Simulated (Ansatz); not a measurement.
## Nudged elastic band, with input and output: GaH3O2

The run: nudged elastic band of GaH3O2. Method and program: RKS PBE-D4/def2-SVP (Ansatz 0.2.0).

It belongs to a series of runs on one base structure; here: band between the two ends. Figures and captions count atoms from 1; the log counts them from 0 in places.

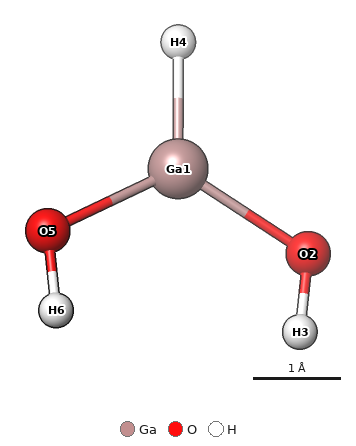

**Figure 1.** The input geometry (ball-and-stick view, seen at a tilt; atoms are numbered from 1 in the order of the input). Sticks mark near contacts. Bond lengths as drawn: Ga–H 1.55 Å, Ga–O 1.80 Å and H–O 0.97 Å.

**Input file**
```yaml
crystal:
  periodic: [false, false, false]
  atoms:
    - { symbol: Ga, position_ang: [0.501231, -0.050783, -0.031324] }
    - { symbol: O, position_ang: [0.655055, -0.188071, 1.761278] }
    - { symbol: H, position_ang: [-0.181307, -0.391302, 2.218209] }
    - { symbol: H, position_ang: [1.752014, 0.269781, -0.894429] }
    - { symbol: O, position_ang: [-1.103641, -0.286151, -0.821609] }
    - { symbol: H, position_ang: [-1.828352, -0.481576, -0.200226] }
basis:
  gaussian: { orbitals: def2-SVP }
hamiltonian:
  xc: pbe
  dispersion: d4
neb:
  order_check: false
  images: 5
  f_tol: 0.05
  max_iterations: 60
  final_atoms:
    - { symbol: Ga, position_ang: [-0.15173612, 1.07766778, -0.62011764] }
    - { symbol: O, position_ang: [1.04539513, 0.01972941, 1.1185259] }
    - { symbol: H, position_ang: [0.22613757, -0.55823108, 1.02858072] }
    - { symbol: H, position_ang: [1.77672648, -0.52589411, 0.76974112] }
    - { symbol: O, position_ang: [-1.09027546, -0.4653815, -0.01552796] }
    - { symbol: H, position_ang: [-2.0112476, -0.6759925, -0.24930315] }
  initial_path:
    images:
      - { positions_ang: [[0.501231, -0.050783, -0.031324], [0.655055, -0.188071, 1.761278], [-0.181307, -0.391302, 2.218209], [1.752014, 0.269781, -0.894429], [-1.103641, -0.286151, -0.821609], [-1.828352, -0.481576, -0.200226]] }
      - { positions_ang: [[0.33440956, -0.03603531, -0.02203992], [0.86622237, -0.12453253, 1.67871412], [0.00482142, -0.34754319, 2.09896992], [1.75368187, 0.17080829, -0.52444349], [-1.25377857, -0.19098727, -0.84448151], [-1.91035665, -0.59981199, -0.35482012]] }
      - { positions_ang: [[0.16758811, -0.02128762, -0.01275584], [1.07738975, -0.06099406, 1.59615025], [0.19094984, -0.30378437, 1.97973084], [1.75534974, 0.07183558, -0.15445799], [-1.40391614, -0.09582354, -0.86735402], [-1.99236131, -0.71804798, -0.50941424]] }
      - { positions_ang: [[0.00076667, -0.00653994, -0.00347176], [1.28855712, 0.00254441, 1.51358637], [0.37707827, -0.26002556, 1.86049176], [1.75701761, -0.02713713, 0.21552752], [-1.55405371, -0.00065982, -0.89022653], [-2.07436596, -0.83628397, -0.66400835]] }
      - { positions_ang: [[-0.05006759, 0.35486264, -0.20902039], [1.20750313, 0.00827275, 1.38189955], [0.3267647, -0.3594274, 1.58318808], [1.76358723, -0.19338946, 0.40026539], [-1.39946096, -0.15556704, -0.59866034], [-2.05332651, -0.78285348, -0.52577329]] }
      - { positions_ang: [[-0.10090186, 0.71626521, -0.41456901], [1.12644913, 0.01400108, 1.25021272], [0.27645114, -0.45882924, 1.3058844], [1.77015686, -0.35964178, 0.58500325], [-1.24486821, -0.31047427, -0.30709415], [-2.03228706, -0.72942299, -0.38753822]] }
      - { positions_ang: [[-0.15173612, 1.07766778, -0.62011764], [1.04539513, 0.01972941, 1.1185259], [0.22613757, -0.55823108, 1.02858072], [1.77672648, -0.52589411, 0.76974112], [-1.09027546, -0.4653815, -0.01552796], [-2.0112476, -0.6759925, -0.24930315]] }
```

Run on 1 thread of Arm Neoverse V1, 24 GiB of memory available, shared host.

Launch command:
```bash
ansatz run input.yaml --threads 1 --pin off --max-ram 2048MiB --backend cpu --events-out ev --progress --plain --runs-dir out
```

**Output**
```
Engine: ansatz 0.2.0, aarch64-unknown-linux-gnu
Functional definition: PBE
  parameter kappa = 0.804
  parameter beta = 0.06672455060314922
  exchange = pbe_x(kappa = kappa, mu = beta*pi^2/3)
  correlation = pbe_c(beta = beta)
815 factors; their error is unknown
mean field evaluation 1: about -56487.4460 eV, gradient 8.5e1 eV
mean field evaluation 2: about -56421.9277 eV, gradient 1.9e2 eV
mean field evaluation 4: about -56499.8238 eV, gradient 7.6e0 eV
mean field evaluation 8: about -56499.9568 eV, gradient 6.8e-2 eV
mean field -56499.92558863 eV, -2076.3339683572 hartree, gradient 6.5e-5 eV, S^2 0.000000; 0 other end points of the search recorded, 0 dependent functions left out
the calculation of the forces begins
reference -56499.92562398 eV, -2076.3339696562 hartree; 25, 25 occupied and 50, 50 virtual orbitals, 815 factors
815 factors; their error is unknown
mean field evaluation 16: about -56489.4704 eV, gradient 7.8e1 eV
mean field evaluation 32: about -56499.9134 eV, gradient 3.2e-5 eV
mean field -56499.91342413 eV, -2076.3335213199 hartree, gradient 3.2e-5 eV, S^2 0.000000; 0 other end points of the search recorded, 0 dependent functions left out
[... from here on the field's lines of each further geometry are left out, up to the last ...]
NEB iter   1: max|band force component| = 1.346e1 eV/Å  barrier→ = 4.7012 eV  barrier← = 4.6991 eV  Δτ_max = 0.2000 Å  (184 SCF iters)
NEB iter   2: max|band force component| = 5.707e0 eV/Å  barrier→ = 2.9341 eV  barrier← = 2.9320 eV  Δτ_max = 0.1947 Å  (160 SCF iters)
NEB iter   3: max|band force component| = 2.312e0 eV/Å  barrier→ = 2.3792 eV  barrier← = 2.3771 eV  Δτ_max = 0.1958 Å  (153 SCF iters)
NEB iter   4: max|band force component| = 1.275e0 eV/Å  barrier→ = 2.1910 eV  barrier← = 2.1889 eV  Δτ_max = 0.1928 Å  (148 SCF iters)
NEB iter   5: max|band force component| = 7.857e-1 eV/Å  barrier→ = 2.0980 eV  barrier← = 2.0959 eV  Δτ_max = 0.1964 Å  (151 SCF iters)
NEB iter   6: max|band force component| = 1.020e0 eV/Å  barrier→ = 2.0676 eV  barrier← = 2.0655 eV  Δτ_max = 0.0973 Å  (154 SCF iters)
NEB iter   7: max|band force component| = 9.199e-1 eV/Å  barrier→ = 1.9340 eV  barrier← = 1.9319 eV  Δτ_max = 0.0995 Å  (139 SCF iters)
NEB iter   8: max|band force component| = 5.490e-1 eV/Å  barrier→ = 1.8291 eV  barrier← = 1.8270 eV  Δτ_max = 0.1002 Å  (145 SCF iters)
NEB iter   9: max|band force component| = 1.199e0 eV/Å  barrier→ = 1.7077 eV  barrier← = 1.7056 eV  CI = image 3  Δτ_max = 0.0997 Å  (143 SCF iters)
NEB iter  10: max|band force component| = 8.731e-1 eV/Å  barrier→ = 1.8842 eV  barrier← = 1.8821 eV  CI = image 3  Δτ_max = 0.1967 Å  (142 SCF iters)
NEB iter  11: max|band force component| = 4.400e-1 eV/Å  barrier→ = 1.9748 eV  barrier← = 1.9727 eV  CI = image 3  Δτ_max = 0.0826 Å  (147 SCF iters)
NEB iter  12: max|band force component| = 1.992e-1 eV/Å  barrier→ = 1.9889 eV  barrier← = 1.9868 eV  CI = image 3  Δτ_max = 0.1726 Å  (134 SCF iters)
NEB iter  13: max|band force component| = 7.347e-2 eV/Å  barrier→ = 1.9833 eV  barrier← = 1.9812 eV  CI = image 3  Δτ_max = 0.1178 Å  (132 SCF iters)
NEB iter  14: max|band force component| = 5.411e-2 eV/Å  barrier→ = 1.9827 eV  barrier← = 1.9806 eV  CI = image 3  Δτ_max = 0.0457 Å  (133 SCF iters)
NEB iter  15: max|band force component| = 6.081e-2 eV/Å  barrier→ = 1.9825 eV  barrier← = 1.9804 eV  CI = image 3  Δτ_max = 0.0135 Å  (131 SCF iters)
NEB iter  16: max|band force component| = 6.050e-2 eV/Å  barrier→ = 1.9824 eV  barrier← = 1.9803 eV  CI = image 3  Δτ_max = 0.0230 Å  (130 SCF iters)
the calculation of the forces begins
reference -56499.75455896 eV, -2076.3276831327 hartree; 25, 25 occupied and 50, 50 virtual orbitals, 815 factors
815 factors; their error is unknown
mean field -56497.94650728 eV, -2076.2612384588 hartree, gradient 1.2e-5 eV, S^2 0.000000; 1 other end points of the search recorded, 0 dependent functions left out
the calculation of the forces begins
reference -56497.94654245 eV, -2076.2612397515 hartree; 25, 25 occupied and 50, 50 virtual orbitals, 815 factors
NEB iter  17: max|band force component| = 2.641e-2 eV/Å  barrier→ = 1.9824 eV  barrier← = 1.9803 eV  CI = image 3  Δτ_max = 0.0000 Å  (262 SCF iters)
```

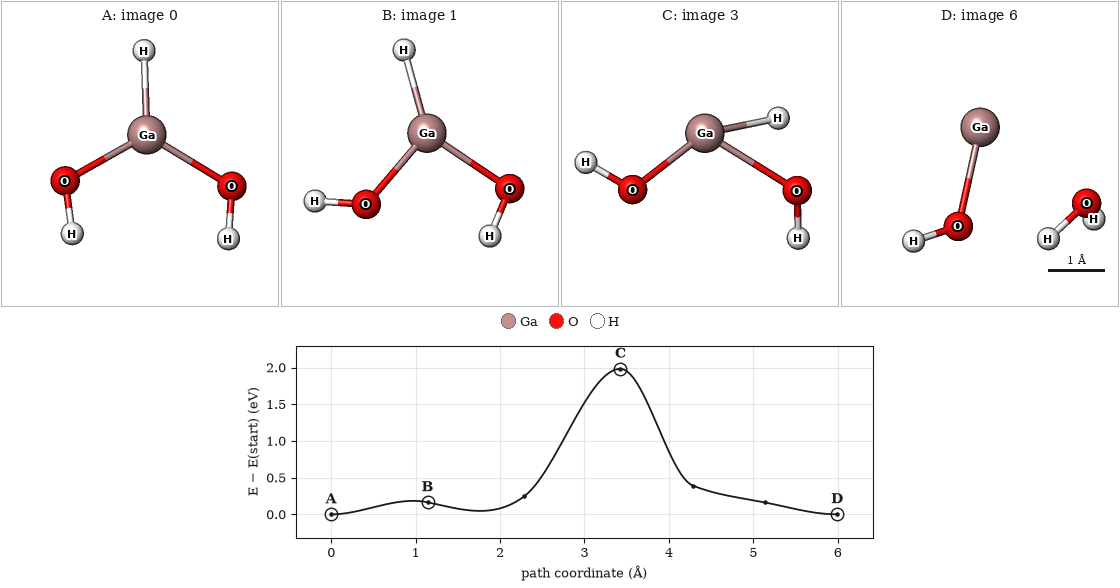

**Figure 2.** Images of the last band (counted from 0; ball-and-stick, seen at a tilt) above the energy along the path; the line is a cubic interpolation that uses the forces. The highest image is number 3, 1.982 eV above the start and 1.980 eV above the end (the climbing image); the end lies 0.002 eV above the start. The path is 5.99 Å long. The band converged in 17 iterations.

```
Total energy: -56498.02339684 eV, -2076.2640640982 hartree
Atom 0 at     0.170957    -0.148496    -0.358247 Å, force     0.003006    -0.000952    -0.000945 eV/Å
Atom 1 at     0.904093     0.295866     1.411013 Å, force    -0.000462     0.001699     0.000146 eV/Å
Atom 2 at     0.689939    -0.241170     2.206829 Å, force    -0.000203    -0.001112    -0.001801 eV/Å
Atom 3 at     1.685709    -0.307825     0.245311 Å, force     0.001340    -0.000164     0.000772 eV/Å
Atom 4 at    -1.633818    -0.250249    -0.303095 Å, force    -0.005579     0.000735     0.003327 eV/Å
Atom 5 at    -2.021881    -0.476227    -1.169913 Å, force     0.001898    -0.000206    -0.001498 eV/Å
Dipole moment:    -0.057803    -0.295220    -0.163764 e Å
this run last wrote the band of iteration 17 to [file]
```

**The last band as extended XYZ (Å, eV, eV/Å)**
```
6
Properties=species:S:1:pos:R:3:forces:R:3 image=0 energy=-56500.00575
Ga    0.5012   -0.0508   -0.0313   -0.0076  -0.0029   0.0082
O     0.6551   -0.1881    1.7613    0.0009   0.0011  -0.0046
H    -0.1813   -0.3913    2.2182   -0.0033  -0.0003  -0.0050
H     1.7520    0.2698   -0.8944    0.0035   0.0009  -0.0031
O    -1.1036   -0.2862   -0.8216    0.0047   0.0020  -0.0014
H    -1.8284   -0.4816   -0.2002    0.0020  -0.0008   0.0060
6
Properties=species:S:1:pos:R:3:forces:R:3 image=1 energy=-56499.84068
Ga    0.5748   -0.0789    0.0813   -0.1736  -0.0089  -0.0430
O     0.7062   -0.1655    1.8776    0.0534   0.1481  -0.0802
H    -0.2582   -0.1838    2.0849    0.3030  -0.0555   0.1820
H     1.5615    0.0426   -1.1289    0.0584  -0.0493   0.2689
O    -1.2303   -0.1177   -0.0613   -0.1123  -0.1374  -0.1155
H    -1.5590   -0.6247   -0.8217   -0.1288   0.1030  -0.2123
6
Properties=species:S:1:pos:R:3:forces:R:3 image=2 energy=-56499.76171
Ga    0.2763   -0.1387    0.0143    0.0911  -0.0388   0.3334
O     0.8334    0.1621    1.6953   -0.0367  -0.1055   0.2268
H     0.3003   -0.1761    2.4295   -0.3434   0.1287   0.2044
H     1.6711   -0.2151   -0.6436   -0.0151   0.0039  -0.8280
O    -1.4961   -0.2972   -0.2743    0.1164  -0.0059   0.0485
H    -1.7899   -0.4631   -1.1893    0.1876   0.0177   0.0149
6
Properties=species:S:1:pos:R:3:forces:R:3 image=3 energy=-56498.02336
Ga    0.1710   -0.1485   -0.3582    0.0030  -0.0010  -0.0009
O     0.9041    0.2959    1.4110   -0.0005   0.0017   0.0001
H     0.6899   -0.2412    2.2068   -0.0002  -0.0011  -0.0018
H     1.6857   -0.3078    0.2453    0.0013  -0.0002   0.0008
O    -1.6338   -0.2502   -0.3031   -0.0056   0.0007   0.0033
H    -2.0219   -0.4762   -1.1699    0.0019  -0.0002  -0.0015
6
Properties=species:S:1:pos:R:3:forces:R:3 image=4 energy=-56499.61226
Ga    0.0248    0.1515   -0.8040   -0.0658   0.0915  -0.3244
O     1.0355    0.1808    1.3189    0.0714   0.0124  -0.0792
H     0.8376   -0.5629    1.9271    0.0077  -0.0206  -0.1308
H     1.7795   -0.1219    0.7489    0.0787  -0.0360   0.4246
O    -1.6482   -0.3299   -0.1926    0.0136  -0.0135   0.0174
H    -2.2342   -0.4458   -0.9664   -0.1057  -0.0338   0.0925
6
Properties=species:S:1:pos:R:3:forces:R:3 image=5 energy=-56499.84246
Ga   -0.1451    0.7603   -0.7433   -0.0089   0.0781  -0.0242
O     1.0413    0.0690    1.1804   -0.0094   0.0119  -0.0394
H     0.5616   -0.7599    1.3946   -0.1272   0.0356  -0.0836
H     1.9097   -0.2207    0.8397    0.0337  -0.0620   0.0529
O    -1.3814   -0.4527   -0.0488    0.0809  -0.0161   0.0177
H    -2.1911   -0.5242   -0.5907    0.0309  -0.0475   0.0766
6
Properties=species:S:1:pos:R:3:forces:R:3 image=6 energy=-56500.00364
Ga   -0.1517    1.0777   -0.6201   -0.0037  -0.0083   0.0045
O     1.0454    0.0197    1.1185   -0.0196  -0.0118  -0.0087
H     0.2261   -0.5582    1.0286    0.0260   0.0089   0.0026
H     1.7767   -0.5259    0.7697   -0.0058   0.0005   0.0051
O    -1.0903   -0.4654   -0.0155   -0.0061   0.0115  -0.0066
H    -2.0112   -0.6760   -0.2493    0.0092  -0.0008   0.0032
```

**Results in brief**

| quantity | value |
| --- | --- |
| outcome | converged |
| barrier, forward | 1.982 eV |
| barrier, backward | 1.980 eV |
| wall time | 2.4 min |
| peak memory | 0.15 GiB |

**Notes**

The order of the saddle point was not checked.
